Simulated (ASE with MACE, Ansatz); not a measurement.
# Which site? a vacancy of W in Σ13 (510)[001] symmetric tilt boundary in W with 12 % Re, 6 of 8 solute atoms at the boundaries (64 atoms), part 2 of 3

At which site of Σ13 (510)[001] symmetric tilt boundary in W with 12 % Re, 6 of 8 solute atoms at the boundaries (64 atoms) does a vacancy of W cost least, and what about the site decides it?

Ansatz 0.2.0; Kohn-Sham DFT, PBE, PAW (set soft_2), plane waves.

The cell: 56 W and 8 Re. No spin–orbit coupling is included.

So far. Step 2 (Single point at the start): The r.m.s. force at the start is 0.55 eV/Å. Step 3 (Relaxation): The relaxation converged after 8 steps, 3.07 eV below its start, with a largest force component of 0.046 eV/Å.

## Step 4: Single point at the relaxed geometry

One more single point at the end of the walk gives the fuller output and checks the residual forces.

input.yaml

```yaml
crystal:
  lattice:
    - [6.34611, 0.0, 0.0]
    - [-1.58653, 8.08974, 0.0]
    - [0.0, 0.0, 20.84326]
  atoms:
    - { symbol: W, position: [0.09509, 0.37968, 0.00076] }
    - { symbol: Re, position: [0.20031, 0.79153, 0.98576] }
    - { symbol: W, position: [0.2866, 0.14604, 0.06109] }
    - { symbol: W, position: [0.38698, 0.54883, 0.08073] }
    - { symbol: W, position: [0.47945, 0.91448, 0.10998] }
    - { symbol: W, position: [0.07882, 0.30839, 0.14699] }
    [... 52 atom lines left out ...]
    - { symbol: W, position: [0.55886, 0.23376, 0.70637] }
    - { symbol: W, position: [0.65417, 0.61584, 0.67331] }
    - { symbol: W, position: [0.75057, 0.99829, 0.64566] }
    - { symbol: W, position: [0.84867, 0.39222, 0.61174] }
    - { symbol: W, position: [0.9396, 0.75963, 0.58033] }
    - { symbol: W, position: [0.53873, 0.16294, 0.56312] }
kpoints:
  mp_grid: { grid: [3, 2, 1] }
hamiltonian:
  xc: pbe
scf:
  occupations: { method: fermi_dirac, width: 0.1 }
output:
  forces: true
  stress: true
  populations: true
  dos:
    method: { smearing: { sigma: 0.08 } }
    de: 0.1
    projected:
      site_lists:
        Re: [Re]
        W: [W]
        lower_grain: [0, 1, 2, 3, 4, 5, 6, 7, 8, 9, 10, 11, 12, 13, 14, 15, 16, 17, 32, 33, 34, 35, 36, 37, 38, 39, 40, 41, 42, 43, 44, 45, 46, 47, 48, 49]
        upper_grain: [18, 19, 20, 21, 22, 23, 24, 25, 26, 27, 28, 29, 30, 31, 50, 51, 52, 53, 54, 55, 56, 57, 58, 59, 60, 61, 62, 63]
  eigenvalues: true
  write_density: true
  write_potential: true
  volumetric_format: npy
```

Run with:

```bash
ansatz run input.yaml --threads 6 --pin off --max-ram 102400MiB --backend cuda --events-out ev --progress --plain --runs-dir out
```

Numbers of over 12 decimals in the logs are rounded to 6 here.

What it wrote:

```text
[...]
GPU FFT provider: cuFFT
GPU libraries: cuBLAS 13.8.2, cuFFT 12.4.0, cuSOLVER 12.3.4
Crystal: 64 atoms, lattice volume = 1070.059 Å³
Basis set: ecut = 420 eV, 20913 PW (Γ), exchange–correlation on 90×120×288 points (8 copies of the dense FFT grid, shifted against one another)
Bands: 543, of which v1, the nominal top of the filled ones, is band 452 counted from 1 (451 counted from 0)
Symmetry: 1 space group operations
[...]
k-points: 4 of 6 (time reversal used)
[...]
GPU buffer pool allocated for 388800 grid points (all kernels)
[...]
SCF iter   1: F=—  HF=-668481.618898 eV  |F-HF|=—  |Δ(HF+E_count)|=         —  Δρ=6.92e-3  dr2=2.79e0  ethr=1.77e-3  ⟨swp⟩=4.2  Hψ=7070  notcnv=0
[...]
SCF iter   8: F=-668481.475909 eV  HF=-668481.475909 eV  |F-HF|=8.15e-9  |Δ(HF+E_count)|=   1.02e-8  Δρ=5.95e-7  dr2=1.21e-8  ethr=1.11e-11  ⟨swp⟩=15.0  Hψ=15332  notcnv=0
SCF 1 converged in 8 iterations: F = -668481.475909 eV  dr2 = 1.21e-8
[...]
SCF converged after 8 iterations
Free energy (F): -668481.475909 eV
[...]
Internal energy: -668480.296334 eV  (E = F + TS)
E sigma→0 (E₀):  -668480.886122 eV
Entropy (-TS):   -1.179575 eV (-18.431 meV/atom)
Fermi energy:    21.183747 eV
[...]
--- Forces (eV/Å), atoms counted from 1 ---
  atom   1  W      0.00711327    -0.01624906    -0.00396524
  atom   2  Re    -0.00996449    -0.03892461     0.00686274
  atom   3  W      0.01027551     0.03512778     0.02016140
  atom   4  W     -0.01237818    -0.00061077    -0.01122388
  atom   5  W     -0.00345790    -0.00233264     0.01257865
  atom   6  W      0.00526997    -0.00797000    -0.00520113
  atom   7  W     -0.00665060    -0.00292611     0.00462785
  atom   8  W     -0.00195881    -0.00351992    -0.00978841
  atom   9  Re     0.00091593    -0.00869653     0.00023293
  atom  10  W      0.00270119     0.00572870     0.00362814
  atom  11  Re     0.00329791     0.00609203     0.00620173
  atom  12  W     -0.00395165    -0.00254858     0.00056042
  atom  13  W      0.00586540    -0.00225942    -0.01003734
  atom  14  W      0.00154318    -0.00585465     0.00351167
[...]
atom  63  W     -0.00440867    -0.00058536    -0.00253680
  atom  64  W      0.00444256     0.02732227    -0.04475647
  max |Σ_I F_I| component: 3.19e-5 eV/Å
--- Stress (GPa, compression-positive) ---
       -5.993973      -0.228518      -0.012850
       -0.228518      -6.410063       0.230458
       -0.012850       0.230458      -6.417828
  P = ⅓ Tr σ = -6.2740 GPa (-62.740 kbar)
--- Band table (eV) ---
[...]
--- Löwdin populations: 64 sites ---
  site symbol       q [e]
     0      W     13.8703
     1     Re     14.8457
     2      W     13.8769
[...]
63      W     13.8817
  spilling = 0.010087 (of n_electrons = 904.000000)
```

Wall time 5.6 s (1 × NVIDIA H100 80GB HBM3 with 6 threads of AMD EPYC 7R13 (Zen 3), shared host); peak memory 2.1 GiB; 10 s of CPU time.

That memory is the host's; the program planned 20.5 GiB on the GPU.

Numbers from this run:

```
free energy                             : -668481.4759 eV
free energy per atom                    : -10445.0231 eV/atom
SCF cycles                              : 8
pressure                                : -6.274 GPa
r.m.s. force component                  : 0.01141 eV/Å
longest force                           : 0.05272 eV/Å
Fermi energy                            : 21.18 eV
levels partly filled by over 2 per cent : 65
spilling of the projection              : 0.01009
```

By region:

```
     region  atoms  mean length of the force (eV/Å)
lower grain     36                            0.016
upper grain     28                            0.016
```

States in the cell by windows of 1 eV, zero at the Fermi level; the larger projections on atomic orbitals stand beside the total:

| from (eV) | to (eV) | total | W d | lower grain | upper grain | Re d | W s |
| --- | --- | --- | --- | --- | --- | --- | --- |
| -14 | -10 | 0.0 | 0.0 | 0.0 | 0.0 | 0.0 | 0.0 |
| -10 | -9 | 0.5 | 0.0 | 0.3 | 0.2 | 0.0 | 0.4 |
| -9 | -8 | 4.3 | 0.1 | 2.4 | 1.8 | 0.0 | 3.6 |
| -8 | -7 | 5.8 | 0.4 | 3.4 | 2.5 | 0.1 | 4.6 |
| -7 | -6 | 16.9 | 4.7 | 9.9 | 7.0 | 0.7 | 9.7 |
| -6 | -5 | 46.4 | 27.5 | 25.9 | 20.3 | 4.4 | 11.9 |
| -5 | -4 | 55.6 | 40.5 | 30.8 | 24.5 | 6.9 | 6.2 |
| -4 | -3 | 68.2 | 54.3 | 38.5 | 29.1 | 10.5 | 1.8 |
| -3 | -2 | 86.8 | 69.1 | 47.9 | 36.9 | 11.1 | 3.2 |
| -2 | -1 | 71.7 | 53.0 | 38.4 | 30.0 | 8.3 | 5.5 |
| -1 | 0 | 36.7 | 26.5 | 20.0 | 14.2 | 5.3 | 1.9 |
| 0 | 1 | 49.0 | 37.9 | 27.5 | 18.9 | 6.9 | 1.2 |
| 1 | 2 | 65.5 | 53.8 | 36.4 | 27.5 | 8.4 | 1.3 |

The curve was stored every 0.100 eV, coarse against its broadening of 0.08 eV, so these counts are rough.

The stored curve holds about 393 of the 904 electrons; the rest, give or take the few that broadening carries across the Fermi level, lie in deeper levels below its range.

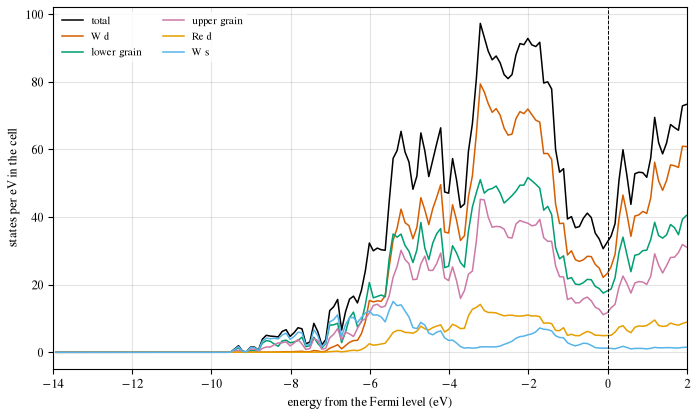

Total and projected density of states, with the broadening of the input.

The levels nearest the highest filled one (over half full), pooled over k-points and spins:

```
level less the highest filled one (eV)  occupation
                                -0.069        1.33
                               -0.0531        1.26
                               -0.0243        1.12
                               -0.0167        1.08
                               -0.0145        1.07
                                     0        1.00
                                0.0099       0.952
                                0.0169       0.917
                                0.0284        0.86
                                 0.047        0.77
                                 0.055       0.733
                                0.0578        0.72
```

Planar average of the electrostatic potential energy along the normal, with the Fermi level as zero, after a running mean with a triangular window 4 Å wide at its base:

```
height (Å)  potential energy (eV)
       0.0                 -10.30
       0.9                 -10.72
       1.6                 -11.57
       2.5                 -12.03
       3.3                 -12.22
       4.2                 -12.38
       4.9                 -12.56
       5.8                 -12.51
       6.7                 -12.33
       7.4                 -12.27
       8.3                 -12.02
       9.1                 -11.38
      10.0                 -10.50
      10.7                 -10.29
      11.6                 -10.83
      12.4                 -11.68
      13.3                 -12.14
      14.0                 -12.22
      14.9                 -12.31
      15.8                 -12.36
      16.5                 -12.26
      17.4                 -12.16
      18.2                 -12.04
      19.1                 -11.68
      19.8                 -10.87
      20.7                 -10.30
```

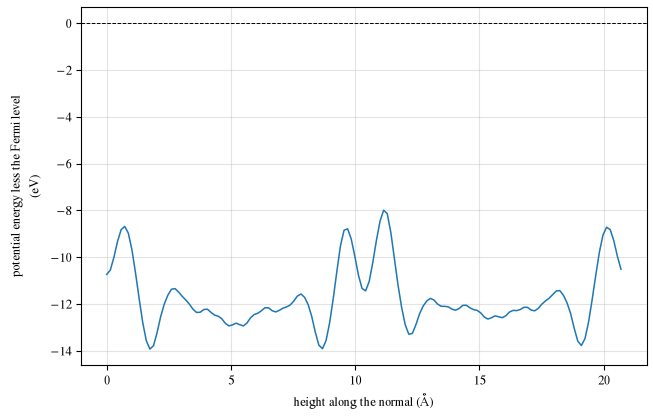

Planar average of the electrostatic potential energy; the dashed line is the Fermi level.

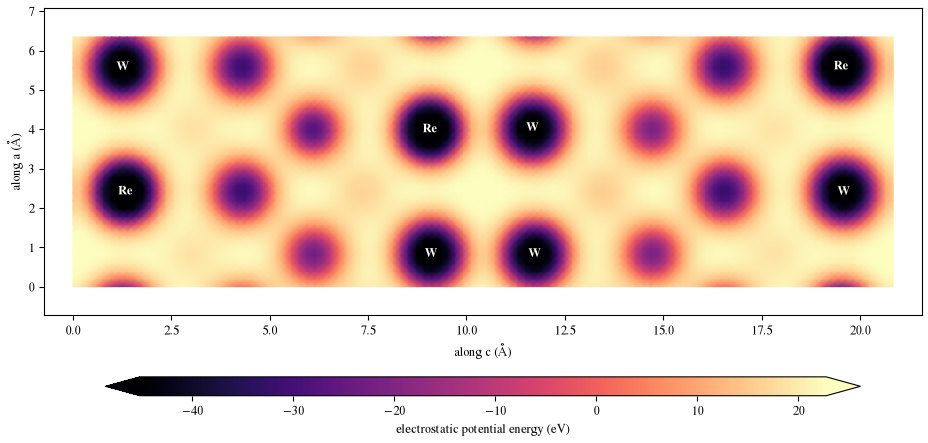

Electrostatic potential energy in the ca plane at fractional y = 0.146, with atoms of W and Re within 0.2 Å of it. With pseudopotentials it is smooth inside the atoms' cores, unlike the true potential. The map starts off the cell's origin, so that atoms lie inside it.

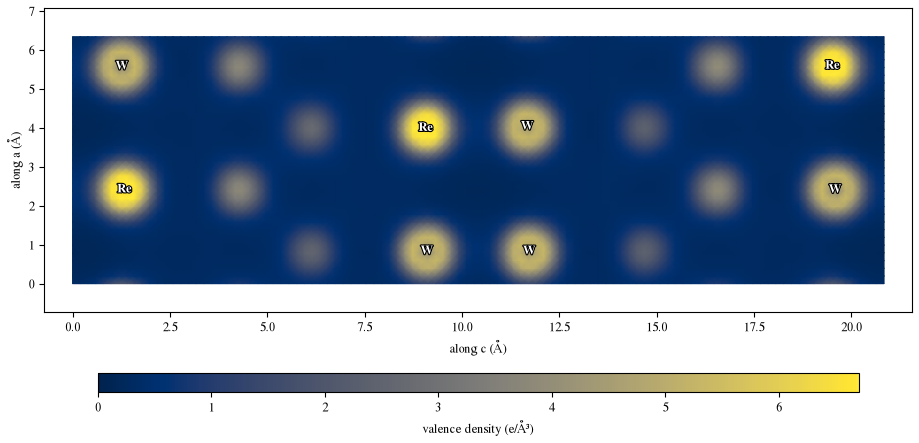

Valence density in the ca plane at fractional y = 0.146, with atoms of W and Re within 0.2 Å of it. It is the smooth field of the valence electrons, not physical close to the nuclei. The map starts off the cell's origin, so that atoms lie inside it.

65 levels are partly filled, by over 2 % (on the run's k-points), as in a metal. Within 0.4 eV of the Fermi level the largest share is W d (80 % of the projected weight).

## Step 5: Vacancy of W, site W51

The site has 8 bonded neighbours (ReW7) at 2.75 Å on average, in the upper grain. The change is made in the relaxed cell and the atoms are relaxed again.

input.yaml

```yaml
crystal:
  lattice:
    - [6.34611, 0.0, 0.0]
    - [-1.58653, 8.08974, 0.0]
    - [0.0, 0.0, 20.84326]
  atoms:
    [... atom lines 1 to 47 left out ...]
    - { symbol: W, position: [0.53923, 0.15626, 0.4369] }
    - { symbol: W, position: [0.62951, 0.52326, 0.49551] }
    - { symbol: W, position: [0.73174, 0.93073, 0.49994] }
    - { symbol: W, position: [0.88772, 0.55059, 0.91986] }
    - { symbol: W, position: [0.98013, 0.91752, 0.88958] }
    - { symbol: W, position: [0.57885, 0.30913, 0.8542] }
    - { symbol: W, position: [0.67298, 0.69126, 0.8262] }
    [... atom lines 55 to 63 left out ...]
kpoints:
  mp_grid: { grid: [3, 2, 1] }
hamiltonian:
  xc: pbe
scf:
  occupations: { method: fermi_dirac, width: 0.1 }
output:
  forces: true
  eigenvalues: true
relax:
  f_tol: 0.05
  max_steps: 90
```

What it wrote:

```text
[...]
GPU FFT provider: cuFFT
GPU libraries: cuBLAS 13.8.2, cuFFT 12.4.0, cuSOLVER 12.3.4
Crystal: 63 atoms, lattice volume = 1070.059 Å³
Basis set: ecut = 420 eV, 20913 PW (Γ), exchange–correlation on 90×120×288 points (8 copies of the dense FFT grid, shifted against one another)
Bands: 534, of which v1, the nominal top of the filled ones, is band 445 counted from 1 (444 counted from 0)
Symmetry: 1 space group operations
[...]
k-points: 4 of 6 (time reversal used)
[...]
GPU buffer pool allocated for 388800 grid points (all kernels)
[...]
SCF iter   1: F=—  HF=-658094.176363 eV  |F-HF|=—  |Δ(HF+E_count)|=         —  Δρ=7.49e-3  dr2=4.81e0  ethr=1.77e-3  ⟨swp⟩=4.0  Hψ=6978  notcnv=0
[...]
SCF iter   6: F=-658093.995257 eV  HF=-658093.995262 eV  |F-HF|=5.04e-6  |Δ(HF+E_count)|=   4.64e-6  Δρ=1.04e-5  dr2=6.29e-6  ethr=7.02e-9  ⟨swp⟩=8.2  Hψ=7986  notcnv=0
SCF 1 converged in 6 iterations: F = -658093.995257 eV  dr2 = 6.29e-6
[...]
relax step   1: F+E_penalty+E_count = -658093.99525702 eV  Δ(F+E_penalty+E_count) = +0.000e0 eV  max|allowed force component| = 1.107e0 eV/Å  Δτ_max = 0.0000 Å  (6 SCF iters, dr2 threshold 6.25e-5 eV, accepted)
[...]
relax step   2: F+E_penalty+E_count = -658094.09878486 eV  Δ(F+E_penalty+E_count) = -1.035e-1 eV  max|allowed force component| = 9.804e-1 eV/Å  Δτ_max = 0.1947 Å  (6 SCF iters, dr2 threshold 7.66e-5 eV, accepted)
[...]
relax step   3: F+E_penalty+E_count = -658094.49622711 eV  Δ(F+E_penalty+E_count) = -3.974e-1 eV  max|allowed force component| = 2.359e-1 eV/Å  Δτ_max = 0.0803 Å  (6 SCF iters, dr2 threshold 6.01e-5 eV, accepted)
[...]
relax step   4: F+E_penalty+E_count = -658094.50687639 eV  Δ(F+E_penalty+E_count) = -1.065e-2 eV  max|allowed force component| = 3.951e-1 eV/Å  Δτ_max = 0.2000 Å  (6 SCF iters, dr2 threshold 3.48e-6 eV, accepted)
[...]
relax step   5: F+E_penalty+E_count = -658094.56212257 eV  Δ(F+E_penalty+E_count) = -5.525e-2 eV  max|allowed force component| = 8.247e-2 eV/Å  Δτ_max = 0.0590 Å  (6 SCF iters, dr2 threshold 9.75e-6 eV, accepted)
[...]
relax step   6: F+E_penalty+E_count = -658094.56074860 eV  Δ(F+E_penalty+E_count) = +1.374e-3 eV  max|allowed force component| = 8.135e-2 eV/Å  Δτ_max = 0.0783 Å  (8 SCF iters, rejected (line search))
[...]
relax step   7: F+E_penalty+E_count = -658094.56596883 eV  Δ(F+E_penalty+E_count) = -3.846e-3 eV  max|allowed force component| = 4.366e-2 eV/Å  Δτ_max = 0.0392 Å  (7 SCF iters, accepted)
SCF converged after 7 iterations
Free energy (F): -658094.565969 eV
[...]
Internal energy: -658093.304416 eV  (E = F + TS)
E sigma→0 (E₀):  -658093.935192 eV
Entropy (-TS):   -1.261553 eV (-20.025 meV/atom)
Fermi energy:    20.787580 eV
[...]
--- Forces (eV/Å), atoms counted from 1 ---
  atom   1  W     -0.01274028     0.01098608    -0.01879063
  atom   2  Re     0.00416264    -0.01617507     0.00588531
  atom   3  W     -0.00512421    -0.02569659     0.00140607
  atom   4  W     -0.00622906    -0.02993244     0.00177476
  atom   5  W      0.00376596     0.00373183    -0.00895194
  atom   6  W      0.02814908     0.01017009     0.03483465
  atom   7  W      0.00395990     0.02011605    -0.00401379
  atom   8  W     -0.01069785     0.01293859     0.00774764
  atom   9  Re    -0.01047574     0.00057240    -0.01134619
  atom  10  W     -0.00483396     0.01076122     0.00750979
  atom  11  Re     0.00092622    -0.01243202     0.01417271
  atom  12  W      0.00340509     0.00413516    -0.01871518
  atom  13  W      0.00481746    -0.00726216    -0.01070893
  atom  14  W      0.00421880     0.00746485     0.00191015
[...]
atom  62  W     -0.00183992    -0.02334152     0.00101714
  atom  63  W      0.00005491     0.00517348     0.01487316
  max |Σ_I F_I| component: 1.29e-5 eV/Å
--- Band table (eV) ---
[...]
--- Relaxed structure (7 steps of the walk, 6 accepted, 0 SCFs on fresh bases) ---
  F+E_penalty+E_count = -658094.56596883 eV   max|allowed force component| = 4.366e-2 eV/Å
  atoms:
    - { symbol: W, position: [0.085062, 0.369485, -0.00141897] }
    - { symbol: Re, position: [0.201873, 0.793514, 0.989013] }
    - { symbol: W, position: [0.284278, 0.137194, 0.058504] }
    - { symbol: W, position: [0.382128, 0.533887, 0.078853] }
[...]
- { symbol: W, position: [0.542251, 0.169582, 0.563706] }
```

The job ended after 16 s (1 × NVIDIA H100 80GB HBM3 with 6 threads; peak memory 1.5 GiB; 35 s of CPU time).

That memory is the host's; the program planned 20.3 GiB on the GPU.

The relaxation converged after 7 steps, 0.571 eV below its start, with a largest force component of 0.044 eV/Å.

The surroundings of the place of the removed atom, after relaxation: 10 atoms, nearest first, with positions taken from that point. Atoms keep their numbers of the cell before the removal, where the removed atom was number 51.

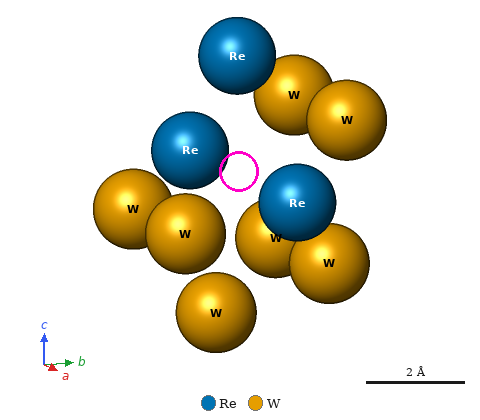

The atoms of the table, within 3.2 Å (arrows a, b, c point along x, y, z); some may hide others. A ring marks the centre wherever it is empty.

```csv
atom,x,y,z,distance (Å)
Re35,0.00,-0.03,2.42,2.42
W53,1.52,-1.73,-0.93,2.49
W21,-1.52,-1.74,-0.94,2.50
W33,-1.54,1.79,1.22,2.66
W1,1.54,1.80,1.22,2.67
W54,-1.55,1.39,-1.74,2.71
W22,1.57,1.41,-1.75,2.74
W56,0.00,-0.49,-2.92,2.96
Re19,-3.17,0.11,-0.11,3.17
Re19,3.18,0.11,-0.11,3.18
```

The largest move is 0.26 Å, by Re34.

## Step 6: Vacancy of W, site W42

The site has 8 bonded neighbours (W8) at 2.75 Å on average, in the lower grain. 

Input and log are left out; they have the form of those shown for this kind of step.

Run time: 13 s. Hardware: 1 × NVIDIA H100 80GB HBM3 with 6 threads of AMD EPYC 7R13 (Zen 3), shared host; peak memory 1.5 GiB.

That memory is the host's; the program planned 20.3 GiB on the GPU.

The relaxation converged after 6 steps, 0.158 eV below its start, with a largest force component of 0.024 eV/Å.

The surroundings of the place of the removed atom, after relaxation: 14 atoms, nearest first, with positions taken from that point. Atoms keep their numbers of the cell before the removal, where the removed atom was number 42.

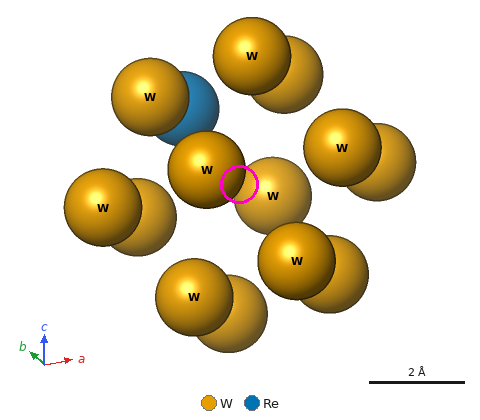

The atoms of the table, within 3.3 Å (arrows a, b, c point along x, y, z); some may hide others. A ring marks the centre wherever it is empty.

| atom | x | y | z | distance (Å) |
| --- | --- | --- | --- | --- |
| W45 | -1.54 | 1.20 | 1.81 | 2.66 |
| W13 | 1.56 | 1.21 | 1.81 | 2.68 |
| W40 | -1.56 | 1.85 | -1.20 | 2.70 |
| W8 | 1.57 | 1.84 | -1.23 | 2.71 |
| W7 | 1.56 | -1.22 | -1.86 | 2.72 |
| W39 | -1.57 | -1.22 | -1.88 | 2.74 |
| W44 | -1.56 | -1.85 | 1.30 | 2.75 |
| W12 | 1.58 | -1.87 | 1.30 | 2.77 |
| W41 | 0.00 | -3.05 | -0.61 | 3.11 |
| Re11 | 0.00 | 3.09 | 0.56 | 3.15 |
| W10 | -3.16 | -0.01 | -0.01 | 3.16 |
| W10 | 3.18 | -0.01 | -0.01 | 3.18 |
| W37 | 0.01 | 0.59 | -3.21 | 3.26 |
| W47 | 0.00 | -0.67 | 3.21 | 3.28 |

The largest move is 0.07 Å, by Re34.

## Step 7: Vacancy of W, site W60

The site has 8 bonded neighbours (ReW7) at 2.75 Å on average, in the upper grain. 

Input and log are left out; they have the form of those shown for this kind of step.

The job ended after 12 s (1 × NVIDIA H100 80GB HBM3 with 6 threads of AMD EPYC 7R13 (Zen 3), shared host; peak memory 1.5 GiB; 28 s of CPU time).

That memory is the host's; the program planned 20.3 GiB on the GPU.

The relaxation converged after 6 steps, 0.206 eV below its start, with a largest force component of 0.035 eV/Å.

The surroundings of the place of the removed atom, after relaxation: 13 atoms, nearest first, with positions taken from that point. Atoms keep their numbers of the cell before the removal, where the removed atom was number 60.

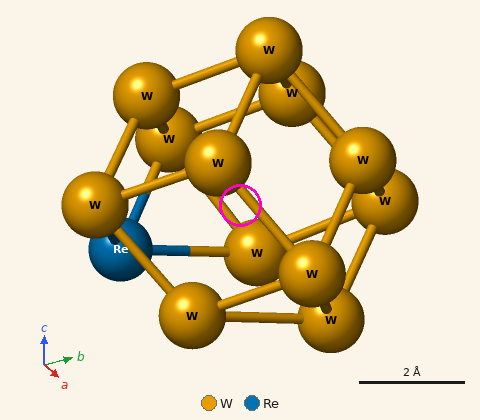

The atoms of the table, within 3.2 Å (arrows a, b, c point along x, y, z); some may hide others. A ring marks the centre wherever it is empty.

```csv
atom,x,y,z,distance (Å)
W62,1.53,-1.74,-1.27,2.65
Re30,-1.58,-1.77,-1.27,2.69
W31,-1.56,1.10,-1.95,2.73
W58,1.57,1.84,1.28,2.73
W57,1.57,-1.22,1.88,2.74
W26,-1.57,1.84,1.28,2.74
W25,-1.57,-1.23,1.90,2.75
W63,1.59,1.15,-1.96,2.78
W61,0.00,3.05,-0.57,3.10
W59,-0.01,-3.06,0.67,3.13
W28,-3.16,0.00,-0.01,3.17
W28,3.18,0.00,-0.01,3.18
W55,0.00,0.61,3.18,3.24
```

The largest move is 0.13 Å, by W32.

(Continued in part 3 of 3.)

[Logs are printed without paths, hosts, clocks, repeated set-up lines and the standing remarks that a program may print on its own settings, such as how far it seeks lower states.]

[Hosts, paths, dates, database ids (printed as entryN), source tags and the programs' standing remarks are cut or masked in the printed files.]
